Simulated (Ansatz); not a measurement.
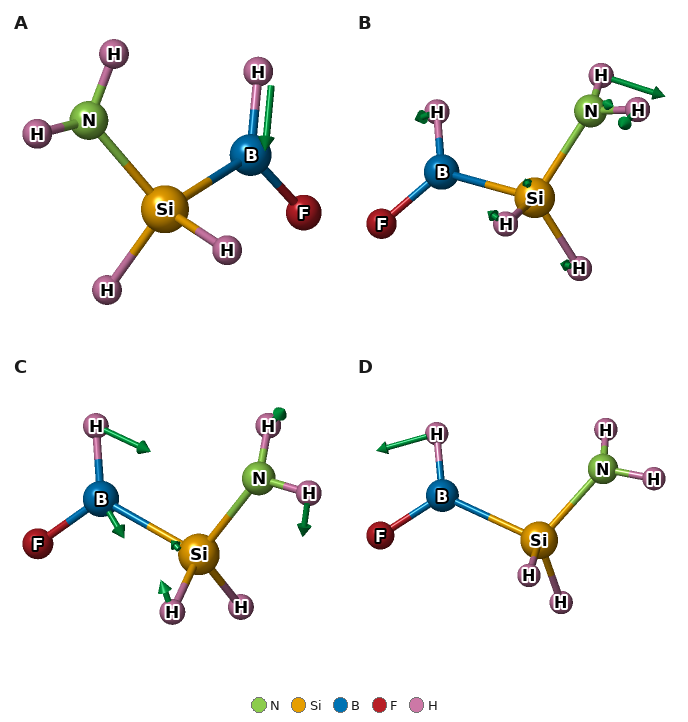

4 normal modes of one molecule or complex, as arrows. Harmonic vibrations computed with RKS PBE0-D4/def2-TZVP (Ansatz 0.2.0) at a stationary point of the same level.

Question: Match the panels to the wavenumbers 125 cm⁻¹, 621 cm⁻¹, 1110 cm⁻¹, 2555 cm⁻¹.

Answer: A: 2555 cm⁻¹, B–H stretching
B: 125 cm⁻¹
C: 621 cm⁻¹
D: 1110 cm⁻¹, angle bending
